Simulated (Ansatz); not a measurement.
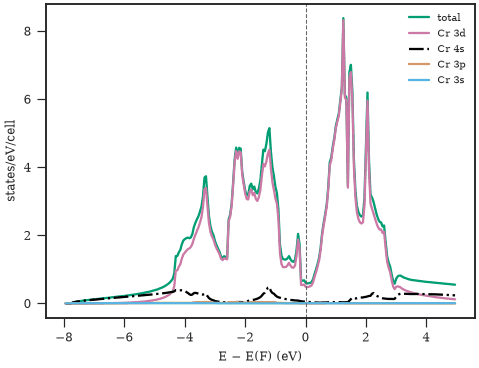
Total and projected density of states of Cr (bcc (W type), Im-3m), plane-wave PAW PBE (Ansatz code)

Which orbitals carry the states next to the Fermi level?

Within 0.5 eV of the Fermi level: Cr 3d 88 %, Cr 4s 5 %, outside the projected shells 6 %. Projections are on Löwdin-orthogonalised atomic valence shells; empty p or d shells of many metals are not among them.

Where is the tallest occupied peak in this window, and what makes it?

Near -1.2 eV, about 5.1 states/eV per cell; the largest projected share is Cr 3d.

The cell was relaxed with PBE under the symmetry of its start, as lowered by the spin order. The final state is antiferromagnetic, chosen from 4 collinear starts compared on coarse meshes (ties went to the first, and starts can fall back to one state), not a proven ground state. Textbook magnetic order: a spin-density-wave antiferromagnet.

Potentials: the earlier of the program's two PAW sets.
